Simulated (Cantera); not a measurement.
A closed system holds: 1 mol Si3N4, a varied amount of HF, equilibrated at 1100 K and 140 Pa.

Method: chemical equilibrium by Gibbs-energy minimisation in Cantera with the NASA 1993 tables (ideal gas, pure condensed phases). Candidate condensed phases: Si, Si3N4; 37 gas species. The tables' values for SiF3 are old estimates; treat these amounts as uncertain. Rates play no part.

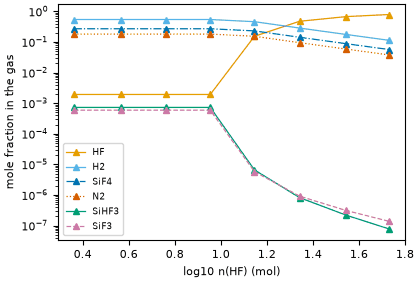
*Equilibrium gas composition (values under 1e-9 drawn at 1e-9)*

**Question.** Read off the mole fractions at 3.7 mol HF.

**Answer.** H2 about 0.54, SiF4 about 0.27, N2 about 0.18, HF about 0.0019, SiHF3 about 0.00073, SiF3 about 0.00059.
